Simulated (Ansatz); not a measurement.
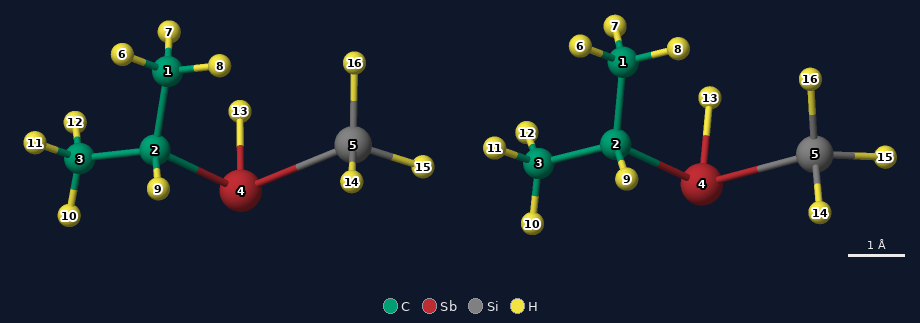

Two geometries of C₃H₁₁SbSi, drawn at one scale. One is the start of a relaxation, the other its converged end. The picture is a ball-and-stick view, seen at a tilt.

All numbers below come from Ansatz 0.2.0, RKS PBE0-D4/def2-TZVP. Settings: force threshold 0.005 eV/Å; at most 150 steps.

**Which of the two is the end point?**

The left one is the relaxed one. The start comes from PBE-D4/def2-SVP. Over 29 accepted moves (31 points after the start) the energy falls by 7.12 kJ/mol. Largest force component: 0.59 eV/Å at the start, 0.0049 eV/Å at the end. The line search rejected the trial steps at points 20, 22 of the run. The forces were under the threshold at step 6, but the run went on from there. The largest moves after the best rigid fit, 0.61 Å, are those of H14 and H16. Largest moves by element: H 0.61 Å, C 0.25 Å, Si 0.18 Å, Sb 0.16 Å. Near-neighbour distances that change, for instance: C2–Sb4 2.247 → 2.194 Å, Sb4–Si5 2.600 → 2.572 Å, Sb4–H13 1.738 → 1.713 Å, Si5–H14 1.508 → 1.490 Å. The run took 3.8 min on 4 threads of Arm Neoverse V2 (shared host).
